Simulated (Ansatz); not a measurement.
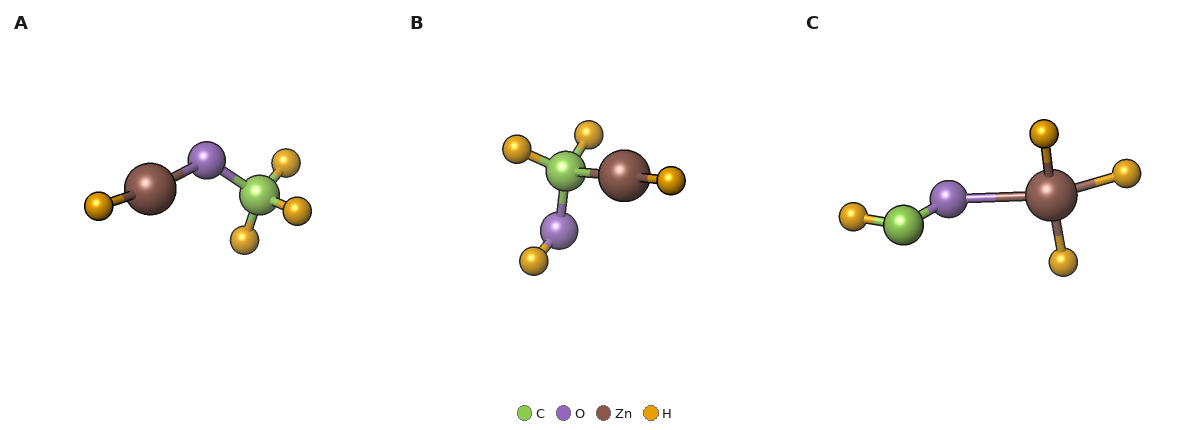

3 stationary structures of one formula. Geometries: PBE-D4/def2-SVP. Electronic energies: PBE-D4/def2-SVP (Ansatz 0.2.0), without zero-point energy. No frequency run is at hand to confirm each as a minimum. Each is one conformer, not always the lowest.

**Which structure is the most stable?**

A is lowest; B lies 81.5 kJ/mol above it (C1), C lies 513.6 kJ/mol above it (Cs).
